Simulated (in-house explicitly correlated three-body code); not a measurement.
Two electrons around a point charge Z = 3.02. Computed variationally in 260 exponentially correlated functions with an in-house code, non-relativistic, converged to about 10⁻⁷ hartree. Wanted, and plotted below: the distribution of the distance r₁₂ between the electrons in the ground state (one pair, times 4πr₁₂²) and its difference from that of the Kohn-Sham determinant with the same density, the Coulomb hole.

The pair density peaks near r₁₂ = 0.66 bohr, and ⟨r₁₂⟩ = 0.8556 bohr. Correlation takes weight from short distances: the hole is deepest (−0.079 bohr⁻¹) near 0.32 bohr and first changes sign near 0.65 bohr, moving 2.9 % of the pair outwards. The mean cosine of the angle between the electrons is −0.0434, and the density-functional correlation energy is −43.53 millihartree.

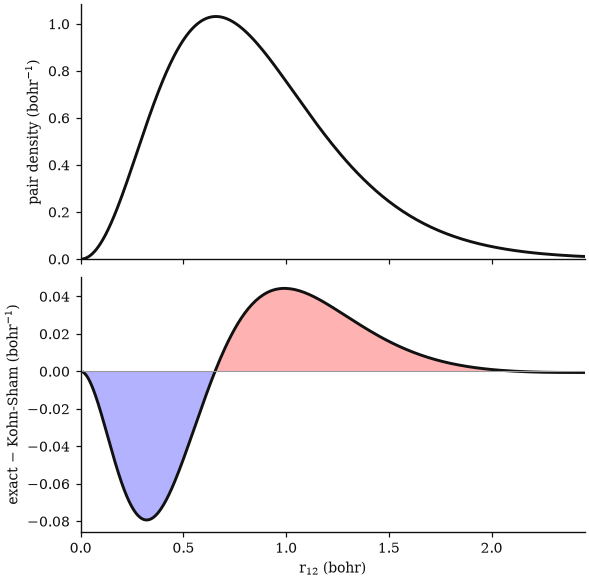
